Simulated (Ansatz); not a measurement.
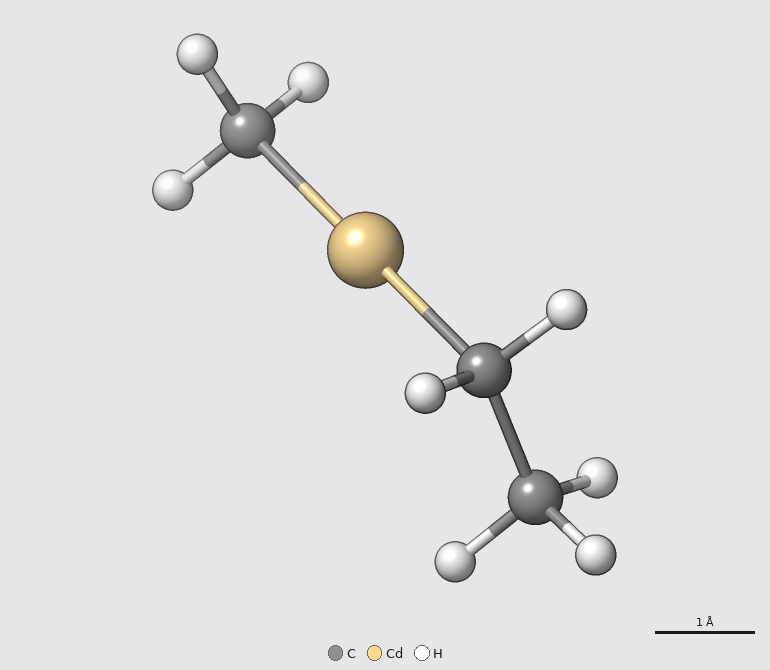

The structure as it stands in the input.

Input file:

```yaml
crystal:
  periodic: [false, false, false]
  atoms:
    - {symbol: C, position_ang: [-1.325637, 1.594522, 0.786577]}
    - {symbol: C, position_ang: [-0.706305, 0.273341, 1.232232]}
    - {symbol: Cd, position_ang: [0.523389, -0.684934, -0.217715]}
    - {symbol: C, position_ang: [1.746306, -1.638498, -1.658751]}
    - {symbol: H, position_ang: [-1.965902, 1.472204, -0.091434]}
    - {symbol: H, position_ang: [-1.946479, 2.039852, 1.572915]}
    - {symbol: H, position_ang: [-0.566019, 2.336216, 0.524512]}
    - {symbol: H, position_ang: [-0.097525, 0.423562, 2.129472]}
    - {symbol: H, position_ang: [-1.490062, -0.435966, 1.516532]}
    - {symbol: H, position_ang: [2.447776, -0.927032, -2.099520]}
    - {symbol: H, position_ang: [1.137452, -2.061711, -2.460441]}
    - {symbol: H, position_ang: [2.320005, -2.446753, -1.200278]}
basis:
  gaussian: {orbitals: def2-SVP}
hamiltonian: {xc: {name: revPBE}}
md: {timestep: 1 fs, n_steps: 20, ensemble: nve, temperature: 1000, initial_velocities: maxwell_boltzmann, seed: 208}
```

It was started with:

```sh
ansatz run in.yaml --threads 4 --pin off --events-out ev --progress --plain --max-ram 10444MiB
```

What the program printed (its end):

```
mean field -7802.22400110 eV, -286.7264435029 hartree, gradient 1.7e-5 eV, S^2 0.000000; 1 other end points of the search recorded, 0 dependent functions left out
the calculation of the forces begins
reference -7802.22405669 eV, -286.7264455460 hartree; 23, 23 occupied and 90, 90 virtual orbitals, 1246 factors
md step    20: t =    20.00 fs  T =   363.8 K  F+E_penalty+E_count = -7802.22400110 eV  E_kin = 0.470300 eV  conserved = -7801.75370090 eV  (29 SCF iters)
Total energy: -7802.22405669 eV, -286.7264455460 hartree
Atom 0 at    -1.362245     1.656625     0.745346 Å, force     4.663384    -0.798339    -0.420060 eV/Å
Atom 1 at    -0.776176     0.295530     1.324805 Å, force     1.337108     1.169330    -2.129101 eV/Å
Atom 2 at     0.524639    -0.690762    -0.205800 Å, force     0.313618    -0.332464    -0.091985 eV/Å
Atom 3 at     1.819691    -1.657335    -1.773778 Å, force    -1.274066    -0.277453     0.033067 eV/Å
Atom 4 at    -1.862075     1.463562    -0.186650 Å, force    -0.363767    -0.013063    -1.194627 eV/Å
Atom 5 at    -2.090926     2.042111     1.382761 Å, force    -1.505850     1.472773     1.757564 eV/Å
Atom 6 at    -0.380690     2.438982     0.538751 Å, force    -2.825107    -1.785775     0.600388 eV/Å
Atom 7 at    -0.086368     0.401413     2.146192 Å, force     0.768766     0.694383     0.860186 eV/Å
Atom 8 at    -1.381725    -0.505618     1.671058 Å, force    -1.839331    -0.866781     0.194304 eV/Å
Atom 9 at     2.486084    -0.870043    -2.198056 Å, force    -0.090958    -0.477100    -0.113860 eV/Å
Atom 10 at     1.086754    -2.090215    -2.517032 Å, force     0.245749     0.861693    -0.078094 eV/Å
Atom 11 at     2.323102    -2.609854    -1.515248 Å, force     0.570454     0.352795     0.582217 eV/Å
Dipole moment:    -0.086695     0.027609     0.044719 e Å
```

Self-consistency was reached.
